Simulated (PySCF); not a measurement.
# TPSSh/aug-cc-pVDZ run of C3H6BN (SMILES C#[N+][BH2-]C=C)

What is the vertical ionisation energy of C3H6BN at TPSSh/aug-cc-pVDZ? 

Program for the calculation: PySCF 2.14.0.

## 1. The structure to begin with

C3H6BN: 11 atoms, total charge 0, spin state singlet. SMILES: `C#[N+][BH2-]C=C`. The coordinates come from a GFN2-xTB relaxation. This is one conformer, not always the lowest.

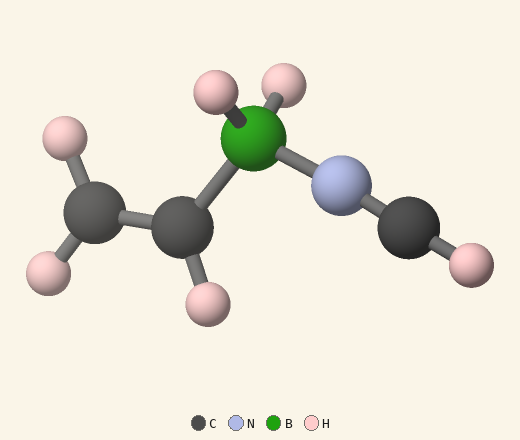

Viewed from a chosen angle; carbon dark grey, nitrogen light blue, boron green, hydrogen pink.

## 2. A single-point energy at TPSSh/aug-cc-pVDZ

Contents of input.py:

```python
from pyscf import gto, dft

molecule = gto.M(
    atom='''
C       -1.257840       1.864650       1.402330
N       -0.710810       0.885090       1.155660
B       -0.006810      -0.316460       0.759530
C        0.277290      -0.194750      -0.825380
C        0.909520      -1.109830      -1.538340
H       -1.767970       2.751570       1.645310
H       -0.735090      -1.221240       1.027410
H        0.994510      -0.331840       1.405980
H       -0.073970       0.694170      -1.343370
H        1.283570      -2.016020      -1.089780
H        1.087600      -1.005340      -2.599350
''',
    verbose=4,
    basis='aug-cc-pvdz',
    max_memory=1860,
    spin=0,
)

mf = dft.RKS(molecule)
mf.xc = 'tpssh'
mf.conv_tol = 1e-10
mf.grids.level = 0
mf.kernel()
if not mf.converged:
    mf = mf.newton().run(mf.mo_coeff, mf.mo_occ)

energy = mf.e_tot
print('E(%s) = %.9f' % ('TPSSH', energy))
```

Started as:

```bash
$ OMP_NUM_THREADS=1 python input.py
```

Standard output:

```text
PySCF version 2.14.0

[INPUT] num. atoms = 11
[INPUT] num. electrons = 36
[INPUT] charge = 0
[INPUT] spin (= nelec alpha-beta = 2S) = 0
[INPUT] symmetry False subgroup None
[INPUT] Mole.unit = angstrom
[INPUT] Symbol           X                Y                Z      unit          X                Y                Z       unit  Magmom
[INPUT]  1 C     -1.257840000000   1.864650000000   1.402330000000 AA   -2.376973108523   3.523677818170   2.650019636261 Bohr   0.0
[INPUT]  2 N     -0.710810000000   0.885090000000   1.155660000000 AA   -1.343236226602   1.672577695591   2.183880893115 Bohr   0.0
[INPUT]  3 B     -0.006810000000  -0.316460000000   0.759530000000 AA   -0.012869034908  -0.598022729380   1.435303683391 Bohr   0.0
[INPUT]  4 C      0.277290000000  -0.194750000000  -0.825380000000 AA    0.524002157081  -0.368024162759  -1.559742148694 Bohr   0.0
[INPUT]  5 C      0.909520000000  -1.109830000000  -1.538340000000 AA    1.718743704814  -2.097274744826  -2.907041286463 Bohr   0.0
[INPUT]  6 H     -1.767970000000   2.751570000000   1.645310000000 AA   -3.340979096447   5.199713712569   3.109185290008 Bohr   0.0
[INPUT]  7 H     -0.735090000000  -1.221240000000   1.027410000000 AA   -1.389118776907  -2.307809132364   1.941523517639 Bohr   0.0
[INPUT]  8 H      0.994510000000  -0.331840000000   1.405980000000 AA    1.879351528141  -0.627086717176   2.656917136616 Bohr   0.0
[INPUT]  9 H     -0.073970000000   0.694170000000  -1.343370000000 AA   -0.139783041434   1.311791183889  -2.538601383957 Bohr   0.0
[INPUT] 10 H      1.283570000000  -2.016020000000  -1.089780000000 AA    2.425595761708  -3.809725661646  -2.059385736029 Bohr   0.0
[INPUT] 11 H      1.087600000000  -1.005340000000  -2.599350000000 AA    2.055266133077  -1.899817262070  -4.912059601888 Bohr   0.0

nuclear repulsion = 138.651421652051
number of shells = 70
number of NR pGTOs = 241
number of NR cGTOs = 169
basis = aug-cc-pvdz
ecp = {}

******** <class 'pyscf.dft.rks.RKS'> ********
method = RKS
initial guess = minao
damping factor = 0
level_shift factor = 0
DIIS = <class 'pyscf.scf.diis.CDIIS'>
diis_start_cycle = 1
diis_space = 8
diis_damp = 0
SCF conv_tol = 1e-10
SCF conv_tol_grad = None
SCF max_cycles = 50
direct_scf = True
direct_scf_tol = 1e-13
XC library pyscf.dft.libxc version 7.0.0
    S. Lehtola, C. Steigemann, M. J.T. Oliveira, and M. A.L. Marques.,  SoftwareX 7, 1–5 (2018)
XC functionals = tpssh
radial grids:
    Treutler-Ahlrichs [JCP 102, 346 (1995); DOI:10.1063/1.469408] (M4) radial grids

becke partition: Becke, JCP 88, 2547 (1988); DOI:10.1063/1.454033
pruning grids: <function nwchem_prune>
grids dens level: 0
symmetrized grids: False
atomic radii adjust function: <function treutler_atomic_radii_adjust>
small_rho_cutoff = 0
Set gradient conv threshold to 1e-05
Initial guess from minao.
tot grids = 9128
init E= -197.970673205845
  HOMO = -0.311946924348112  LUMO = -0.0929398619892785  gap/eV = 5.95949
cycle= 1 E= -197.396811448628  delta_E= 0.574  |g|= 0.559  |ddm|= 9.43
  HOMO = -0.107980757469989  LUMO = -0.0611472640229298  gap/eV = 1.27440
cycle= 2 E= -196.83877344302  delta_E= 0.558  |g|= 1.46  |ddm|= 4.04
  HOMO = -0.202259584994756  LUMO = -0.0416374432042988  gap/eV = 4.37075
cycle= 3 E= -197.495601156206  delta_E= -0.657  |g|= 0.146  |ddm|= 1.89
  HOMO = -0.221651907310452  LUMO = -0.0681099166266801  gap/eV = 4.17809
cycle= 4 E= -197.499987711912  delta_E= -0.00439  |g|= 0.0861  |ddm|= 0.58
  HOMO = -0.215225996565945  LUMO = -0.0684554835252497  gap/eV = 3.99383
cycle= 5 E= -197.50150604794  delta_E= -0.00152  |g|= 0.0385  |ddm|= 0.191
  HOMO = -0.216281901034611  LUMO = -0.06313605627364  gap/eV = 4.16731
cycle= 6 E= -197.501946958224  delta_E= -0.000441  |g|= 0.00517  |ddm|= 0.0756
  HOMO = -0.216697425959746  LUMO = -0.063087580819836  gap/eV = 4.17994
cycle= 7 E= -197.501953822068  delta_E= -6.86e-06  |g|= 0.00148  |ddm|= 0.0133
  HOMO = -0.216681181177112  LUMO = -0.0630312004560753  gap/eV = 4.18103
cycle= 8 E= -197.501954472303  delta_E= -6.5e-07  |g|= 0.000492  |ddm|= 0.00405
  HOMO = -0.216704998656893  LUMO = -0.0630237890242722  gap/eV = 4.18188
cycle= 9 E= -197.501954514313  delta_E= -4.2e-08  |g|= 0.000283  |ddm|= 0.00108
  HOMO = -0.216695111252887  LUMO = -0.0630325870124094  gap/eV = 4.18137
cycle= 10 E= -197.501954532185  delta_E= -1.79e-08  |g|= 4.28e-05  |ddm|= 0.000528
  HOMO = -0.216692437122354  LUMO = -0.0630364337748393  gap/eV = 4.18119
cycle= 11 E= -197.501954532696  delta_E= -5.11e-10  |g|= 4.3e-06  |ddm|= 6.96e-05
  HOMO = -0.216692378384323  LUMO = -0.0630370544942917  gap/eV = 4.18117
cycle= 12 E= -197.501954532701  delta_E= -4.77e-12  |g|= 1.21e-06  |ddm|= 2.81e-05
  HOMO = -0.216692604271667  LUMO = -0.0630369639985115  gap/eV = 4.18118
Extra cycle  E= -197.5019545327  delta_E= 9.09e-13  |g|= 2.27e-06  |ddm|= 5.49e-06
converged SCF energy = -197.5019545327
E(TPSSH) = -197.501954533
```

Run time: 14 s. Hardware: 1 thread of Arm Neoverse V2, shared host; peak memory 0.95 GiB.

## 3. The doublet cation, same level

Contents of job.py:

```python
from pyscf import gto, dft

mol = gto.M(
    atom='''
C   -1.257840   1.864650   1.402330
N   -0.710810   0.885090   1.155660
B   -0.006810  -0.316460   0.759530
C    0.277290  -0.194750  -0.825380
C    0.909520  -1.109830  -1.538340
H   -1.767970   2.751570   1.645310
H   -0.735090  -1.221240   1.027410
H    0.994510  -0.331840   1.405980
H   -0.073970   0.694170  -1.343370
H    1.283570  -2.016020  -1.089780
H    1.087600  -1.005340  -2.599350
''',
    charge=1,
    spin=1,
    basis='aug-cc-pvdz',
    verbose=3,
    max_memory=1860,
)

mf = dft.UKS(mol)
mf.xc = 'tpssh'
mf.conv_tol = 1e-10
mf.grids.level = 0
mf.kernel()
if not mf.converged:
    mf = mf.newton().run(mf.mo_coeff, mf.mo_occ)

etot = mf.e_tot
print('E = %.10f Eh' % etot)
```

Started as:

```bash
$ OMP_NUM_THREADS=1 python job.py
```

Standard output:

```text
WARN: HOMO -0.31194692434811 >= LUMO -0.311946924348111

converged SCF energy = -197.190208501968  <S^2> = 0.75498044  2S+1 = 2.0049743
E = -197.1902085020 Eh
```

Run time: 26 s. Hardware: 1 thread of Arm Neoverse V2, shared host; peak memory 0.96 GiB.

## 4. What came out

At TPSSh/aug-cc-pVDZ:

```
                                          quantity          value
                      singlet C3H6BN: total energy  -197.50195 Eh
                     singlet C3H6BN: dipole moment         5.54 D
                       singlet C3H6BN: HOMO energy       -5.90 eV
                       singlet C3H6BN: LUMO energy       -1.72 eV
                     singlet C3H6BN: HOMO–LUMO gap        4.18 eV
                      doublet cation: total energy  -197.19021 Eh
doublet cation: HOMO energy (highest over α and β)      -13.09 eV
 doublet cation: LUMO energy (lowest over α and β)      -11.04 eV
                              doublet cation: ⟨S²⟩          0.755
vertical ionisation energy (to the doublet cation)       8.483 eV
```

The vertical ionisation energy comes to 8.48 eV (196 kcal/mol). The negative HOMO energy of the first species, 5.90 eV, lies 2.59 eV below that difference. Mulliken charges (singlet C3H6BN) run from -1.16 on B3 to +0.82 on C4; in a basis this large or diffuse they mean little.
